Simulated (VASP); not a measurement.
# A VASP study of CaCdTeS (PBEsol): structure first, properties next, part 2 of 4

Aim: relax CaCdTeS, then compute properties on the relaxed cell. The cell is invented: it takes the structure of a Materials Project entry for Cd2SeS (space group 156 there), with some of its atoms replaced by other elements, volume scaled by an estimate. It may not be a known or stable phase. The atoms of the start are displaced at random from the sites of a P3m1 cell.

VASP 6.6.1; PBEsol; plane waves and PAW (Te, Cd, Ca_sv, S); invented cell.

So far, gap on the k-mesh (eV): step 2 (rough relaxation of the start cell) 1.32.

### 3. Full relaxation (PBEsol)

Properties are meant for the cell that this level of theory prefers, so cell and atoms are relaxed first (ISIF = 3) until forces and stress are small; EDIFFG sets the threshold.

INCAR

```
SYSTEM = CaCdTeS
PREC = Accurate
ENCUT = 400
EDIFF = 1E-06
NELM = 100
ISMEAR = 0
SIGMA = 0.05
LREAL = .FALSE.
ALGO = Normal
GGA = PS
NBANDS = 23
LORBIT = 11
LWAVE = .FALSE.
LCHARG = .FALSE.
KPAR = 2
IBRION = 2
NSW = 60
ISIF = 3
EDIFFG = -0.01
```

POSCAR

```
CaCdTeS
1.0
    4.6589801451      0.0052946286     -0.0043836837
   -2.3248862706      4.0408737140      0.0023887851
   -0.0084827685      0.0005169254      6.5909293311
Te Cd Ca S
1 1 1 1
Direct
    0.3354137299      0.6660729715      0.6027869481
    0.0014267283      0.0009218008      0.4741405749
    0.3332300680      0.6635253833      0.0860971177
    0.9996174738      0.9975788444      0.0892733593
```

KPOINTS

```
Automatic mesh
0
Gamma
6 6 4
0 0 0
```

The projector-augmented-wave data sets are Te, Cd, Ca_sv and S (PBE family, release 64).

Started as:

```bash
> mpirun -np 2 vasp_std
```

The log of the run:

```text
[banner, memory and clock lines left out]
running    2 mpi-ranks, on    1 nodes
 distrk:  each k-point on    1 cores,    2 groups
 distr:  one band on    1 cores,    1 groups

 POSCAR found type information on POSCAR TeCdCaS
 POSCAR found :  4 types and       4 ions
 [... a notice as in an earlier step ...]

 LDA part: xc-table for (Slater+PW92), standard interpolation
 POSCAR, INCAR and KPOINTS ok, starting setup
 FFT: planning ... GRIDC
 FFT: planning ... GRID_SOFT
 FFT: planning ... GRID
 WAVECAR not read
 entering main loop
       N       E                     dE             d eps       ncg     rms          rms(c)
DAV:   1     0.208897846745E+03    0.20890E+03   -0.13556E+04  3504   0.107E+03
DAV:   2    -0.342009237885E+01   -0.21232E+03   -0.20608E+03  4067   0.301E+02
DAV:   3    -0.163154355700E+02   -0.12895E+02   -0.12836E+02  5714   0.678E+01
DAV:   4    -0.168184334749E+02   -0.50300E+00   -0.50176E+00  5156   0.988E+00
DAV:   5    -0.168331782205E+02   -0.14745E-01   -0.14744E-01  5013   0.138E+00    0.753E+00
DAV:   6    -0.158478909926E+02    0.98529E+00   -0.21193E+00  4966   0.127E+01    0.611E+00
DAV:   7    -0.157579324052E+02    0.89959E-01   -0.85809E-01  4448   0.500E+00    0.318E+00
DAV:   8    -0.157547258398E+02    0.32066E-02   -0.14353E-01  4490   0.318E+00    0.608E-01
DAV:   9    -0.157529940858E+02    0.17318E-02   -0.21929E-02  4215   0.148E+00    0.246E-01
DAV:  10    -0.157537256077E+02   -0.73152E-03   -0.31924E-03  4623   0.384E-01    0.162E-01
DAV:  11    -0.157541391094E+02   -0.41350E-03   -0.10786E-03  4221   0.198E-01    0.516E-02
DAV:  12    -0.157541527185E+02   -0.13609E-04   -0.17056E-04  4381   0.942E-02    0.239E-02
DAV:  13    -0.157541793410E+02   -0.26622E-04   -0.46735E-05  4119   0.330E-02    0.996E-03
DAV:  14    -0.157541797145E+02   -0.37352E-06   -0.28845E-06  4498   0.158E-02
   1 F= -.15754180E+02 E0= -.15754180E+02  d E =-.157542E+02
 curvature:   0.00 expect dE= 0.000E+00 dE for cont linesearch  0.000E+00
 trial: gam= 0.00000 g(F)=  0.150E-03 g(S)=  0.241E-03 ort = 0.000E+00 (trialstep = 0.100E+01)
 search vector abs. value=  0.390E-03
 bond charge predicted
       N       E                     dE             d eps       ncg     rms          rms(c)
DAV:   1    -0.157555973782E+02   -0.14180E-02   -0.66110E-02  3496   0.205E+00    0.240E-01
DAV:   2    -0.157547102307E+02    0.88715E-03   -0.32648E-03  4387   0.587E-01    0.962E-02
DAV:   3    -0.157544857656E+02    0.22447E-03   -0.39369E-04  4450   0.150E-01    0.592E-02
DAV:   4    -0.157544488958E+02    0.36870E-04   -0.13610E-04  6511   0.689E-02    0.168E-02
DAV:   5    -0.157544497596E+02   -0.86382E-06   -0.98545E-06  4356   0.283E-02
   2 F= -.15754450E+02 E0= -.15754450E+02  d E =-.270045E-03
[... from here on, the cycles between the ionic steps are left out ...]
   3 F= -.15754460E+02 E0= -.15754460E+02  d E =-.280696E-03
   4 F= -.15754487E+02 E0= -.15754487E+02  d E =-.307752E-03
   5 F= -.15754675E+02 E0= -.15754675E+02  d E =-.187824E-03
   6 F= -.15754798E+02 E0= -.15754798E+02  d E =-.310709E-03
   7 F= -.15754916E+02 E0= -.15754916E+02  d E =-.117833E-03
   8 F= -.15754917E+02 E0= -.15754917E+02  d E =-.118608E-03
   9 F= -.15754914E+02 E0= -.15754914E+02  d E =-.116163E-03
  10 F= -.15754916E+02 E0= -.15754916E+02  d E =-.118153E-03
  11 F= -.15754974E+02 E0= -.15754974E+02  d E =-.576687E-04
  12 F= -.15755009E+02 E0= -.15755009E+02  d E =-.927903E-04
  13 F= -.15755015E+02 E0= -.15755015E+02  d E =-.982939E-04
 curvature:  -4.08 expect dE=-0.114E-03 dE for cont linesearch -0.165E-06
 trial: gam= 0.34826 g(F)=  0.173E-04 g(S)=  0.106E-04 ort =-0.183E-05 (trialstep = 0.218E+01)
 search vector abs. value=  0.367E-04
 bond charge predicted
       N       E                     dE             d eps       ncg     rms          rms(c)
DAV:   1    -0.157551725830E+02   -0.15769E-03   -0.21612E-02  3496   0.106E+00    0.982E-02
DAV:   2    -0.157550724432E+02    0.10014E-03   -0.90736E-04  4479   0.267E-01    0.474E-02
DAV:   3    -0.157550389146E+02    0.33529E-04   -0.57857E-05  4489   0.592E-02    0.307E-02
DAV:   4    -0.157550288688E+02    0.10046E-04   -0.25242E-05  6267   0.306E-02    0.788E-03
DAV:   5    -0.157550281438E+02    0.72498E-06   -0.18744E-06  3383   0.111E-02
  14 F= -.15755028E+02 E0= -.15755028E+02  d E =-.135220E-04
 trial-energy change:   -0.000014  1 .order   -0.000015   -0.000059    0.000029
 step:   1.4639(harm=  1.4639)  dis= 0.00055  next Energy=   -15.755035 (dE=-0.199E-04)
 reached required accuracy - stopping structural energy minimisation
```

Elapsed: 4.9 min, on 2 MPI ranks of Intel Xeon Platinum 8488C (Sapphire Rapids), shared host; peak memory 0.66 GiB; 9.7 min of CPU time.

OUTCAR, selected parts (step 3):

```text
  LATTYP: Found a triclinic cell.
 ALAT       =     4.6589852159
 B/A-ratio  =     2.2379417742
 C/A-ratio  =     1.0026072264
 COS(alpha) =     0.0000664680
 COS(beta)  =     0.5006690650
 COS(gamma) =     0.6707847705

The static configuration has the point symmetry C_1 .

 Found     76 irreducible k-points:

   k-points           NKPTS =     76   k-points in BZ     NKDIM =     76   number of bands    NBANDS=     23

   dimension x,y,z NGX =    30 NGY =   30 NGZ =   48
   dimension x,y,z NGXF=    60 NGYF=   60 NGZF=   96

   ENCUT  =  400.0 eV  29.40 Ry    5.42 a.u.   7.60  7.60 10.75*2*pi/ulx,y,z

   NELECT =      34.0000    total number of electrons

 E-fermi :   2.2013

 k-point     1 :       0.0000    0.0000    0.0000
  band No.  band energies     occupation
    ...
     13       0.0993      2.00000
     14       0.1022      2.00000
     15       1.7765      2.00000
     16       1.7789      2.00000
     17       1.9362      2.00000
     18       3.2748      0.00000
     19       5.0107      0.00000
     20       6.0743      0.00000
     21       6.0796      0.00000
     22       6.3603      0.00000
    ...

 k-point     2 :       0.1667    0.0000    0.0000
  band No.  band energies     occupation
    ...
     13      -0.1341      2.00000
     14       0.1302      2.00000
     15       0.6276      2.00000
     16       1.5655      2.00000
     17       1.7065      2.00000
     18       4.3840      0.00000
     19       5.3460      0.00000
     20       5.9507      0.00000
     21       6.0705      0.00000
     22       6.5499      0.00000
    ...

  Total       -0.0228973     -0.0126195     -0.0370617      0.0033894      0.0066935     -0.0033200
  in kB       -0.2961613     -0.1632249     -0.4793674      0.0438391      0.0865757     -0.0429423
  external PRESSURE =      -0.3129179 kB  Pullay stress =       0.0000000 kB

  energy-cutoff  :      400.00
  volume of cell :      123.87
      direct lattice vectors                 reciprocal lattice vectors
     4.660494126 -0.000394192 -0.000037171     0.214580013  0.124016222  0.000158378
    -2.330569681  4.032489552 -0.002823098     0.000020977  0.247998005  0.000167919
    -0.002285739 -0.004462883  6.591488422     0.000001219  0.000106916  0.151710876

 POSITION                                       TOTAL-FORCE (eV/Angst)
 -----------------------------------------------------------------------------------
      0.00649      2.68409      3.97190        -0.001495     -0.000125     -0.004773
     -2.32369      4.02694      3.11197        -0.000020     -0.001328     -0.002249
      0.00465      2.68021      0.58717        -0.000024      0.001177     -0.000511
     -2.32561      4.02343      0.57405         0.001538      0.000275      0.007534
 -----------------------------------------------------------------------------------
    total drift:                                0.000756     -0.000559      0.000197

  FREE ENERGIE OF THE ION-ELECTRON SYSTEM (eV)
  ---------------------------------------------------
  free  energy   TOTEN  =       -15.7550281438 eV

  energy  without entropy=      -15.7550281438  energy(sigma->0) =      -15.75502814

 total charge
# of ion       s       p       d       tot
------------------------------------------
    1        1.351   2.065   0.017   3.433
    2        0.460   0.328   9.530  10.318
    3        2.039   5.850   0.255   8.144
    4        1.321   2.428   0.000   3.748
--------------------------------------------------
tot          5.171  10.670   9.802  25.642

[... 2 parts as in an earlier step ...]

[... 7 further parts left out ...]
```

Step by step:

| step | energy less that of the first step (eV) | largest force (eV/Å) | pressure (GPa) | volume (Å³) |
| --- | --- | --- | --- | --- |
| 1 | 0.0000 | 0.0431 | -0.06 | 124.16 |
| 2 | -0.0003 | 0.0359 | 0.02 | 123.95 |
| 3 | -0.0003 | 0.0328 | 0.10 | 123.73 |
| 4 | -0.0003 | 0.0314 | 0.07 | 123.81 |
| 5 | -0.0005 | 0.0256 | 0.03 | 123.92 |
| 6 | -0.0006 | 0.0180 | -0.04 | 124.12 |
| 7 | -0.0007 | 0.0231 | 0.00 | 124.01 |
| 8 | -0.0007 | 0.0248 | -0.02 | 124.00 |
| 9 | -0.0007 | 0.0268 | -0.01 | 123.99 |
| 10 | -0.0007 | 0.0253 | 0.00 | 124.00 |
| 11 | -0.0008 | 0.0188 | 0.00 | 123.92 |
| 12 | -0.0008 | 0.0140 | 0.02 | 123.74 |
| 13 | -0.0008 | 0.0130 | 0.02 | 123.78 |
| 14 | -0.0008 | 0.0077 | -0.03 | 123.87 |

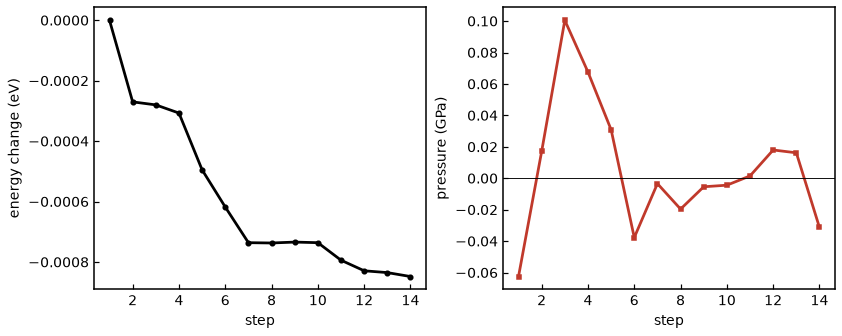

Energy and pressure along the relaxation.

| cell as run | before | after | change |
| --- | --- | --- | --- |
| a (Å) | 4.659 | 4.660 | +0.0 % |
| b (Å) | 4.662 | 4.658 | -0.1 % |
| c (Å) | 6.591 | 6.591 | +0.0 % |
| α (°) | 89.93 | 90.06 | +0.1 % |
| β (°) | 90.13 | 90.02 | -0.1 % |
| γ (°) | 119.85 | 120.03 | +0.2 % |
| volume (Å³/atom) | 31.04 | 30.97 | -0.2 % |

The atoms that moved most (Å, as changes of fractional coordinates times the final cell):

| atom | dx | dy | dz | length |
| --- | --- | --- | --- | --- |
| Ca3 | -0.002 | 0.005 | 0.022 | 0.022 |
| Cd2 | 0.003 | -0.007 | -0.010 | 0.013 |
| S4 | 0.001 | 0.001 | -0.012 | 0.012 |

Final coordinates:

```xyz
4
Lattice="4.6605 -0.0004 0.0000 -2.3306 4.0325 -0.0028 -0.0023 -0.0045 6.5915" Properties=species:S:1:pos:R:3 pbc="T T T"
Te    0.0065    2.6841    3.9719
Cd    0.0069   -0.0055    3.1148
Ca    0.0047    2.6802    0.5872
S     2.3349    4.0230    0.5740
```

This step gave:

| Property | Result |
| --- | --- |
| irreducible k-points | 76 |
| free energy (TOTEN) | -15.76 eV |
| Fermi energy | 2.201 eV |
| pressure | -0.03129 GPa |
| SCF cycles over all ionic steps | 75 |
| gap on the k-mesh | 1.339 eV |
| least direct gap on the k-mesh | 1.339 eV |

It ends with a largest force of 0.008 eV/Å and a pressure of -0.03 GPa.

### 4. Single point with fields (PBEsol)

The relaxed cell gets a fresh self-consistent run, on a basis set for its own volume, to fix the density and to check the remaining stress.

INCAR, as its differences from that of step 3:

```diff
@@ -13,7 +13,5 @@
 LWAVE = .FALSE.
-LCHARG = .FALSE.
-KPAR = 2
-IBRION = 2
-NSW = 60
-ISIF = 3
-EDIFFG = -0.01
+LCHARG = .TRUE.
+ISIF = 2
+LELF = .TRUE.
+LVHAR = .TRUE.
```

POSCAR

```
CaCdTeS
1.0
    4.0322934700     -2.3302470700      0.0000000000
    4.0322934700      2.3302470700      0.0000000000
   -0.0091079300      0.0000000000      6.5914840400
Te Cd Ca S
1 1 1 1
Direct
    0.3314229500      0.3314229500      0.6028676420
    0.9978386750      0.9978386750      0.4725470170
    0.3306577790      0.3306577790      0.0893667440
    0.9971897500      0.9971897500      0.0875165960
```

KPOINTS is that of step 3.

The cell reached was symmetrised within 0.01 Å before this step, which raises the operations from 1 to 2, which the run then keeps.

Started as:

```bash
> mpirun -np 2 vasp_std
```

The log of the run:

```text
[banner, memory and clock lines left out]
running    2 mpi-ranks, on    1 nodes
 distrk:  each k-point on    2 cores,    1 groups
 distr:  one band on    1 cores,    2 groups

 POSCAR found type information on POSCAR TeCdCaS
 POSCAR found :  4 types and       4 ions
 [... a notice as in an earlier step ...]

 LDA part: xc-table for (Slater+PW92), standard interpolation
|                                                                             |
|           W    W    AA    RRRRR   N    N  II  N    N   GGGG   !!!           |
|           W    W   A  A   R    R  NN   N  II  NN   N  G    G  !!!           |
|           W    W  A    A  R    R  N N  N  II  N N  N  G       !!!           |
|           W WW W  AAAAAA  RRRRR   N  N N  II  N  N N  G  GGG   !            |
|           WW  WW  A    A  R   R   N   NN  II  N   NN  G    G                |
|           W    W  A    A  R    R  N    N  II  N    N   GGGG   !!!           |
|                                                                             |
|     The number of bands has been changed from the values supplied in        |
|     The orbitals not found in the WAVECAR file will be initialized with     |
|     random numbers, which is usually adequate. For correlated               |
|     calculations, however, you should redo the groundstate calculation.     |
|     I found NBANDS = 23. Now, NBANDS = 24.                                  |
|                                                                             |

 POSCAR, INCAR and KPOINTS ok, starting setup
 FFT: planning ... GRIDC
 FFT: planning ... GRID_SOFT
 FFT: planning ... GRID
 WAVECAR not read
 entering main loop
       N       E                     dE             d eps       ncg     rms          rms(c)
DAV:   1     0.206201043404E+03    0.20620E+03   -0.13471E+04  2256   0.102E+03
DAV:   2    -0.404797637098E+01   -0.21025E+03   -0.20339E+03  2680   0.291E+02
DAV:   3    -0.163304522733E+02   -0.12282E+02   -0.12216E+02  3736   0.644E+01
DAV:   4    -0.168175946219E+02   -0.48714E+00   -0.48602E+00  3176   0.928E+00
DAV:   5    -0.168316023940E+02   -0.14008E-01   -0.14007E-01  3376   0.131E+00    0.755E+00
DAV:   6    -0.158487977915E+02    0.98280E+00   -0.19697E+00  3320   0.122E+01    0.605E+00
DAV:   7    -0.157585493681E+02    0.90248E-01   -0.85000E-01  3000   0.483E+00    0.317E+00
DAV:   8    -0.157553428479E+02    0.32065E-02   -0.14146E-01  2952   0.305E+00    0.599E-01
DAV:   9    -0.157535298254E+02    0.18130E-02   -0.19665E-02  2864   0.137E+00    0.232E-01
DAV:  10    -0.157543097089E+02   -0.77988E-03   -0.30360E-03  2952   0.368E-01    0.151E-01
DAV:  11    -0.157546898441E+02   -0.38014E-03   -0.74547E-04  2816   0.151E-01    0.554E-02
DAV:  12    -0.157546999954E+02   -0.10151E-04   -0.16255E-04  2928   0.913E-02    0.199E-02
DAV:  13    -0.157547230612E+02   -0.23066E-04   -0.43563E-05  2480   0.296E-02    0.900E-03
DAV:  14    -0.157547235451E+02   -0.48393E-06   -0.15888E-06  2432   0.105E-02
   1 F= -.15754724E+02 E0= -.15754724E+02  d E =-.254291E-22
```

Run time: 35 s. Hardware: 2 MPI ranks; peak memory 0.43 GiB; 68 s of CPU time.

OUTCAR, selected parts (step 4):

```text
  LATTYP: Found a base centered monoclinic cell.
 ALAT       =     8.0645869400
 B/A-ratio  =     0.5778961991
 C/A-ratio  =     0.8173376246
 COS(beta)  =    -0.0013817710

 Subroutine GETGRP returns: Found  2 space group operations
 (whereof  2 operations were pure point group operations)

The static configuration has the point symmetry C_1h.

 Found     47 irreducible k-points:

   k-points           NKPTS =     47   k-points in BZ     NKDIM =     47   number of bands    NBANDS=     24

   ENCUT  =  400.0 eV  29.40 Ry    5.42 a.u.   7.59  7.59 10.75*2*pi/ulx,y,z

   NELECT =      34.0000    total number of electrons

 E-fermi :   2.2657

 k-point     1 :       0.0000    0.0000    0.0000
  band No.  band energies     occupation
    ...
     13       0.0993      2.00000
     14       0.1022      2.00000
     15       1.7766      2.00000
     16       1.7781      2.00000
     17       1.9360      2.00000
     18       3.2741      0.00000
     19       5.0102      0.00000
     20       6.0740      0.00000
     21       6.0794      0.00000
     22       6.3599      0.00000
    ...

 k-point     2 :       0.1667   -0.0000    0.0000
  band No.  band energies     occupation
    ...
     13      -0.1342      2.00000
     14       0.1302      2.00000
     15       0.6268      2.00000
     16       1.5659      2.00000
     17       1.7065      2.00000
     18       4.3834      0.00000
     19       5.3455      0.00000
     20       5.9507      0.00000
     21       6.0694      0.00000
     22       6.5493      0.00000
    ...

  Total       -0.0098199     -0.0220687     -0.0324664      0.0000000      0.0000000      0.0046385
  in kB       -0.1270132     -0.2854434     -0.4199301      0.0000000      0.0000000      0.0599958
  external PRESSURE =      -0.2774622 kB  Pullay stress =       0.0000000 kB

  energy-cutoff  :      400.00
  volume of cell :      123.87
      direct lattice vectors                 reciprocal lattice vectors
     4.032293470 -2.330247070  0.000000000     0.123998911 -0.214569522  0.000171338
     4.032293470  2.330247070  0.000000000     0.123998911  0.214569522  0.000171338
    -0.009107930  0.000000000  6.591484040     0.000000000  0.000000000  0.151710904

 POSITION                                       TOTAL-FORCE (eV/Angst)
 -----------------------------------------------------------------------------------
      2.66730      0.00000      3.97379         0.000155      0.000000     -0.004727
      8.04285      0.00000      3.11479        -0.001963      0.000000     -0.002121
      2.66580      0.00000      0.58906         0.001388      0.000000     -0.000611
      8.04113      0.00000      0.57686         0.000420      0.000000      0.007459
 -----------------------------------------------------------------------------------
    total drift:                               -0.001115      0.000000      0.000295

  FREE ENERGIE OF THE ION-ELECTRON SYSTEM (eV)
  ---------------------------------------------------
  free  energy   TOTEN  =       -15.7547235451 eV

  energy  without entropy=      -15.7547235451  energy(sigma->0) =      -15.75472355

 total charge
# of ion       s       p       d       tot
------------------------------------------
    1        1.351   2.065   0.017   3.433
    2        0.460   0.328   9.530  10.317
    3        2.039   5.850   0.255   8.144
    4        1.321   2.428   0.000   3.748
--------------------------------------------------
tot          5.171  10.670   9.802  25.642

[... 1 part as in an earlier step ...]

[... 7 further parts left out ...]
```

Numbers from this step:

```yaml
scf_cycles: 14
bands: 24
irreducible_k_points: 47
symmetry_operations: 2
free_energy_toten: -15.75 eV
fermi_energy: 2.266 eV
pressure: -0.02775 GPa
gap_on_the_k_mesh: 1.338 eV
least_direct_gap_on_the_k_mesh: 1.338 eV
```

Valence electrons inside each PAW sphere by angular momentum. Sphere charges, by row:

| atom | s (e) | p (e) | d (e) | tot (e) |
| --- | --- | --- | --- | --- |
| Te1 | 1.351 | 2.065 | 0.017 | 3.433 |
| Cd2 | 0.46 | 0.328 | 9.53 | 10.32 |
| Ca3 | 2.039 | 5.85 | 0.255 | 8.144 |
| S4 | 1.321 | 2.428 | 0 | 3.748 |

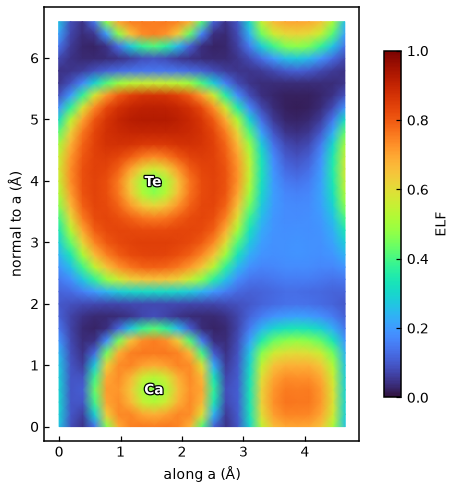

ELF in the ac plane at fractional y = 0.331, with atoms of Te and Ca within 0.2 Å of it. It is the smooth field of the valence electrons, not physical close to the nuclei.

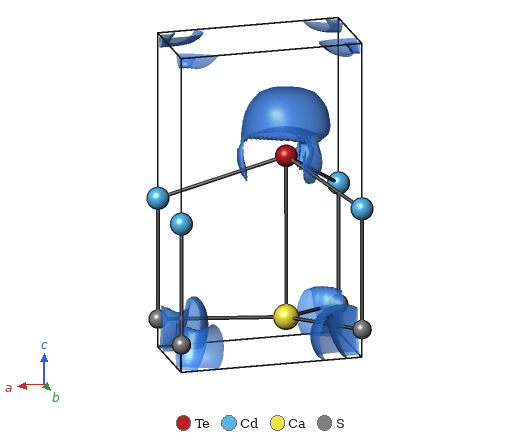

Surface of ELF = 0.85.

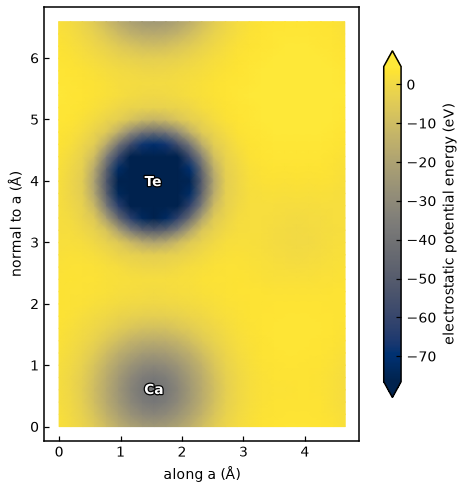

Electrostatic potential energy in the ac plane at fractional y = 0.331, with atoms of Te and Ca within 0.2 Å of it. With pseudopotentials it is smooth inside the atoms' cores, unlike the true potential.

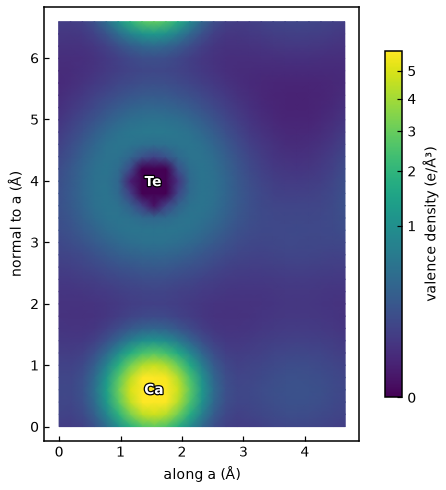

Valence density in the ac plane at fractional y = 0.331, with atoms of Te and Ca within 0.2 Å of it. It is the smooth field of the valence electrons, not physical close to the nuclei. The colour scale is stretched toward low values.

The pressure is -0.03 GPa and the largest force 0.007 eV/Å.

(Continued in part 3 of 4.)

[Lines on the potential files, build, host, timing and source positions are cut from VASP's logs without a mark.]

[Logs are printed without paths, hosts, clocks, repeated set-up lines and the standing remarks that a program may print on its own settings, such as how far it seeks lower states.]

[Hosts, paths, dates, database ids (printed as entryN), source tags and the programs' standing remarks are cut or masked in the printed files.]

[A measured line is paired with the nearest computed mode of its activity, which favours agreement.]
